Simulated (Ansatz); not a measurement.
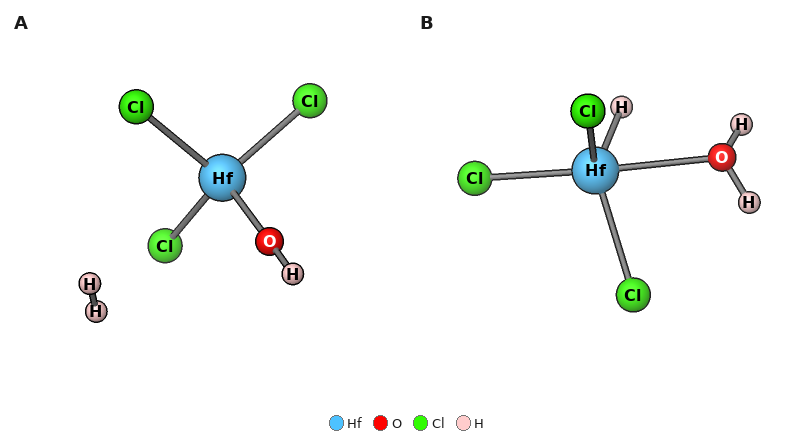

2 stationary structures of one formula. Charge 0, singlet. Geometries: PBE0-D4/def2-TZVP. Electronic energies: SPW92 (LDA)/def2-TZVPP (Ansatz 0.2.0), without zero-point energy. Each is one conformer, not always the lowest.

Rank them by energy, lowest first.

A is lowest (Cs, a minimum); B lies 77.3 kJ/mol above it (C1, a minimum).

Give E(B) − E(A) in kJ/mol at these levels too: CCSD(T)/CBS (MP2 limit from def2-TZVPP and def2-QZVPP plus CCSD(T) − MP2); ωB97M-V/def2-SVP; PBE0-D4/def2-TZVP; ωB97M-V/def2-TZVPP; BHLYP-D4/def2-TZVPP; ωB97X-V/def2-TZVPP; r2SCAN0-D4/def2-TZVPP; B3LYP-D4/def2-TZVPP.

```json
{"level": "CCSD(T)/CBS (MP2 limit from def2-TZVPP and def2-QZVPP plus CCSD(T) − MP2)", "E(B) − E(A) (kJ/mol)": "+96.0"}
{"level": "ωB97M-V/def2-SVP", "E(B) − E(A) (kJ/mol)": "+78.4"}
{"level": "PBE0-D4/def2-TZVP", "E(B) − E(A) (kJ/mol)": "+92.7"}
{"level": "ωB97M-V/def2-TZVPP", "E(B) − E(A) (kJ/mol)": "+91.8"}
{"level": "BHLYP-D4/def2-TZVPP", "E(B) − E(A) (kJ/mol)": "+91.2"}
{"level": "ωB97X-V/def2-TZVPP", "E(B) − E(A) (kJ/mol)": "+95.5"}
{"level": "r2SCAN0-D4/def2-TZVPP", "E(B) − E(A) (kJ/mol)": "+91.8"}
{"level": "B3LYP-D4/def2-TZVPP", "E(B) − E(A) (kJ/mol)": "+100.8"}
```
